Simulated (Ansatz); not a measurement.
**Y3Nb: structures and their energies**

5 relaxations of Y3Nb ended in 4 distinct structures. Level of theory: PBE (plane waves to 420 eV, PAW, scalar-relativistic; Ansatz, a first-principles code).

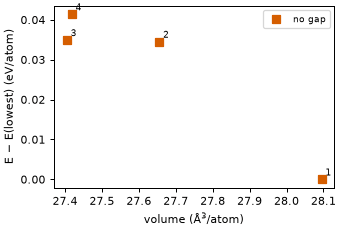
Fig. 1. Energy against volume of the distinct structures, numbered as in the table

```csv
#,space group,Pearson,type,E − E(lowest) (eV/atom),V (Å³/atom),coordination,runs ending here
1,P4/mmm,tP4,–,0.00,28.10,–,1
2,Pmmm,oP4,–,0.03,27.66,–,2
3,I4/mmm,tI8,–,0.03,27.41,–,1
4,Pm-3m,cP4,Cu3Au type,0.04,27.42,"Y 12 (cuboctahedral), Nb 12 (cuboctahedral)",1
```

Coordination numbers (neighbours up to the widest gap in distance over summed covalent radii, below 1.35; n+m marks a second, longer set). All are gapless at this level. P4/mmm, tP4 is the lowest among the structures calculated here.

```cif
data_NbY3
_chemical_formula_sum 'Y3 Nb1'
_space_group_name_H-M_alt 'P4/mmm'
_space_group_IT_number 123
_space_group_name_Hall '-P 4 2'
_cell_length_a 3.33664
_cell_length_b 3.33664
_cell_length_c 10.09426
_cell_angle_alpha 90.000
_cell_angle_beta 90.000
_cell_angle_gamma 90.000
loop_
_atom_site_label
_atom_site_type_symbol
_atom_site_symmetry_multiplicity
_atom_site_Wyckoff_symbol
_atom_site_fract_x
_atom_site_fract_y
_atom_site_fract_z
_atom_site_occupancy
Y1 Y 1 a 0.00000 0.00000 0.00000 1
Y2 Y 2 h 0.50000 0.50000 0.28609 1
Nb1 Nb 1 b 0.00000 0.00000 0.50000 1
```

Each run could gain symmetry but not lose that of its start, so entries can be saddle points. All of these are generated cells (placed on structure types, drawn at random, substituted or restacked) that were not matched to a known phase here. The real structure of this composition may not be among these, and whether this composition forms is not checked here. Static energies at zero pressure. The runs use different k-meshes, so differences are rounded accordingly. No spin polarisation in the result.
